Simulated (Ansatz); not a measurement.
Take Sn in the diamond structure (space group Fd-3m, No. 227; a = 6.567 Å) as the base. Axes: x, y, z lie along the cube axes.

Structures relaxed with Kohn–Sham DFT with the r2SCAN functional, run in Ansatz (a program for electronic structure) with PAW and 500 eV plane waves, no spin-orbit coupling.

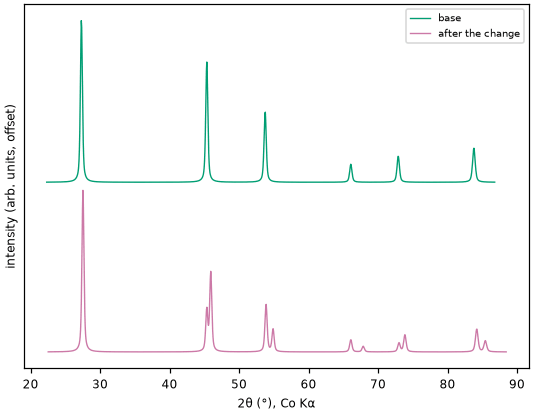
Fig. 1. Simulated powder patterns before (top) and after one change

Problem. Which of these changes matches the shifts?
(A) biaxial strain −3.96 %, plane normal [001], relaxed out of plane
(B) uniaxial strain ε_zz = +1.82 %
(C) uniaxial stress, 3 GPa tension along x
(D) uniaxial strain ε_zz = −2.32 %

Solution. D, uniaxial strain ε_zz = −2.32 %. Its volume per atom is 34.58 Å³ against 35.40 Å³, and its space group is I4_1/amd (No. 141).

Stability under load was not tested beyond the relaxation.
